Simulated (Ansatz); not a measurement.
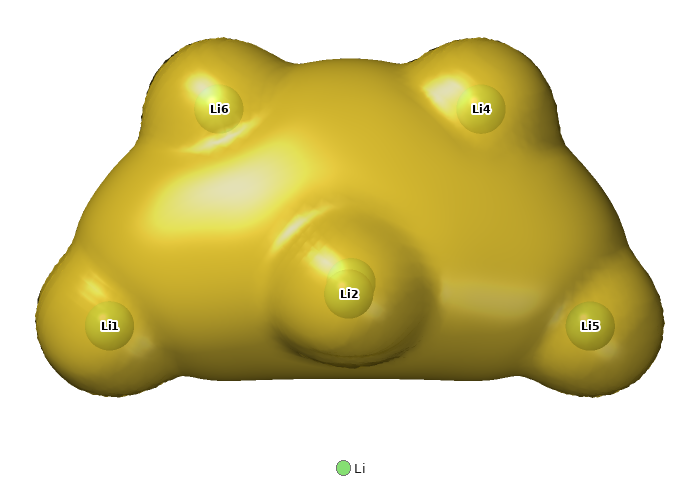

Li$_{6}$ (charge −1, quartet). Isosurface of the total electron density at 0.04 e/Å³ (yellow), seen across its widest extent.

Geometry: r2SCAN/def2-TZVPD; ⟨S²⟩ = 3.81, above the pure value of 3.75; the highest occupied orbital lies above zero, a sign that basis and functional describe the outermost electron poorly.

Level of theory: UKS PBE0/def2-TZVPD in Ansatz 0.2.0.

| atom | x (Å) | y (Å) | z (Å) |
| --- | --- | --- | --- |
| Li | -1.9519 | 1.5982 | 1.6613 |
| Li | 0.0766 | -0.8656 | 1.2622 |
| Li | -1.0158 | 0.2728 | -1.1167 |
| Li | 1.9173 | -0.3327 | -1.0386 |
| Li | 0.2662 | -2.6647 | -1.3975 |
| Li | 0.7076 | 1.9920 | 0.6294 |

> Which contacts does the surface bridge?

At this value the surface is in one piece. It bridges the sampled Li···Li (2.85 Å), Li–Li (2.85 Å) and Li–Li (2.99 Å) contacts, where the density stays above the isovalue. On the grid the lowest density along these lines, outside the cores, is 0.07 e/Å³ (Li···Li, 2.85 Å), 0.07 e/Å³ (Li–Li, 2.85 Å) and 0.06 e/Å³ (Li–Li, 2.99 Å).
